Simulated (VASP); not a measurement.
Band structure of WSe2 (2H layered). All values below come from AM05 GGA, VASP's PBE PAW potentials (set 64) (plane waves; VASP).

Without a dispersion term in the relaxation, distances and binding between the weakly bound layers, chains or molecules are unreliable, and so is what depends on them. Unless said otherwise, spin-orbit coupling is left out, though it shifts the bands of the heavy elements here.

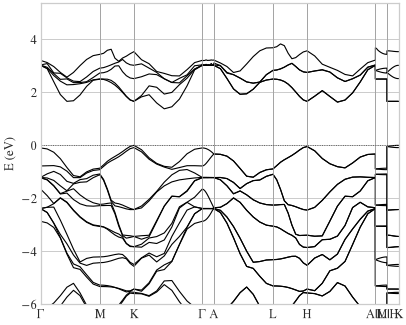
Figure. Bands along high-symmetry lines, zero at the valence-band maximum or, without a gap, the Fermi level

Read the plot: is there a gap, and where are the band edges?

The gap is indirect, 1.38 eV, from the valence maximum at K to the conduction minimum at K-Γ at 0.44. (Edges off the drawn lines would not show.)

The compound is WSe2 in the 2H layered structure. It was relaxed first, which changed the volume by +10 %.
